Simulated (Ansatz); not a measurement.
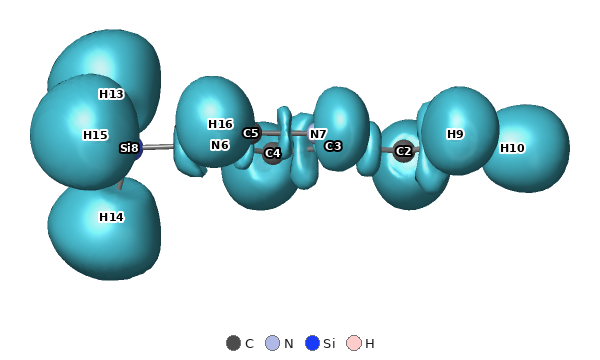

The picture shows: C$_{5}$H$_{8}$N$_{2}$Si (SMILES C=Cc1cn([SiH3])cn1). Isosurface of the ELF at 0.85 (cyan), seen from one side. Core shells and regions of very low density are left out.

Geometry: B3LYP-D3(BJ)/def2-SVP.

Method: isolated molecule in a Gaussian basis; Kohn-Sham density functional theory, functional PBE0 (Ansatz 0.2.0).

```yaml
atoms:
  - { symbol: C, position_ang: [-1.3175, 2.3397, 3.9505] }
  - { symbol: C, position_ang: [-0.3193, 2.1075, 3.0862] }
  - { symbol: C, position_ang: [0.0149, 0.7943, 2.5481] }
  - { symbol: C, position_ang: [1.0240, 0.4770, 1.6582] }
  - { symbol: C, position_ang: [-0.1077, -1.3267, 2.2213] }
  - { symbol: N, position_ang: [0.9522, -0.8936, 1.4410] }
  - { symbol: N, position_ang: [-0.6778, -0.3580, 2.8830] }
  - { symbol: Si, position_ang: [1.9927, -1.8837, 0.3906] }
  - { symbol: H, position_ang: [-1.9474, 1.5183, 4.3010] }
  - { symbol: H, position_ang: [-1.5242, 3.3457, 4.3225] }
  - { symbol: H, position_ang: [0.3088, 2.9348, 2.7384] }
  - { symbol: H, position_ang: [1.7705, 1.1021, 1.1730] }
  - { symbol: H, position_ang: [1.8857, -1.4052, -1.0131] }
  - { symbol: H, position_ang: [3.4046, -1.7807, 0.8451] }
  - { symbol: H, position_ang: [1.4873, -3.2732, 0.5230] }
  - { symbol: H, position_ang: [-0.4010, -2.3771, 2.2497] }
```

> What do the ELF domains correspond to?

The surface consists of three regions between bonded C–C atoms (shared pairs), four regions between bonded C–N atoms (shared pairs), one region between bonded N–Si atoms (shared pairs), eight regions around hydrogen nuclei and one lobe on N, pointing away from the bonds (lone pairs).

Values along the shortest contacts:
C–N (1.30 Å): the ELF peaks at about 0.90 between the atoms; a covalent bond. C–C (1.34 Å): the ELF peaks at about 0.95 between the atoms: a multiple bond.
